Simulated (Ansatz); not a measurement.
**Scan of one atom of the cell for SnO (litharge type, space group P4/nmm)**

Relaxed SnO (litharge type, space group P4/nmm):

```xyz
4
Lattice="3.7934 0.0000 0.0000 0.0000 3.7934 0.0000 0.0000 0.0000 4.7643" Properties=species:S:1:pos:R:3 pbc="T T T"
Sn     1.8967     0.0000     1.1462
Sn     0.0000     1.8967     3.6181
O      0.0000     0.0000     0.0000
O      1.8967     1.8967     0.0000
```

In each cell atom 4 (O, nearest neighbour Sn at 2.216 Å; its periodic images, 3.8 Å or more away, move with it) moves by s·(1.000, 0.000, 0.000) (along Cartesian x), the rest being held.

Level of theory: r2SCAN+rVV10 (plane waves to 500 eV, PAW, scalar-relativistic; Ansatz, an electronic-structure program). k mesh 7×7×6 (Γ-centred), Fermi-Dirac smearing 0.05 eV. E stands for the smeared free energy. With partly filled bands, energies and forces of such displacements shift with the k mesh and the smearing. At this level the bands of SnO touch or barely overlap; measurements give the solid a gap. SnO was relaxed with its symmetry unable to fall. The zero of ΔE is the undisplaced structure.

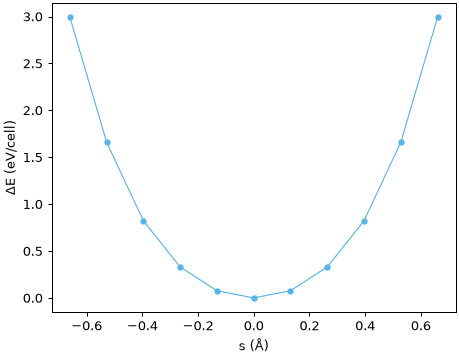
*ΔE (eV/cell) against s (Å); computed points joined by lines.*

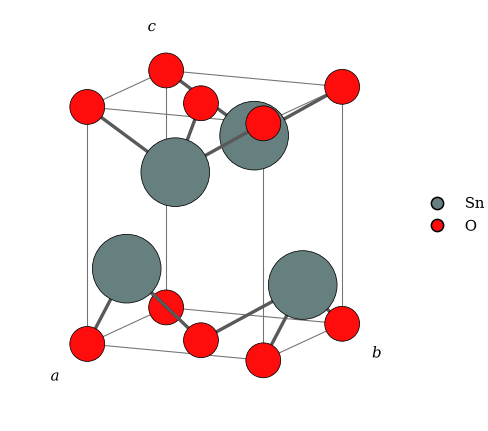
Figure: The cell of the calculation at s = 0.660 Å.

The force constant k = d²E/ds² at s = 0 (finite differences) comes out as 8.68 eV/Å² and the force along the line at s = -0.660 Å comes out as 12.4 eV/Å. The energy at s = 0.660 Å is 2993 meV/cell. Shape of the curve: a single well with its minimum at or next to zero displacement. Symmetry of the curve: even: the same for both signs.

The forces along the line at the two nearest points give (1.198 − (-1.198)) / (2·0.132) = 9.08 eV/Å²; the next pair corrects for the finite step.

(A displaced cell: forces are minus the slopes of the energy, force constants its curvatures, and phonons follow from these.)
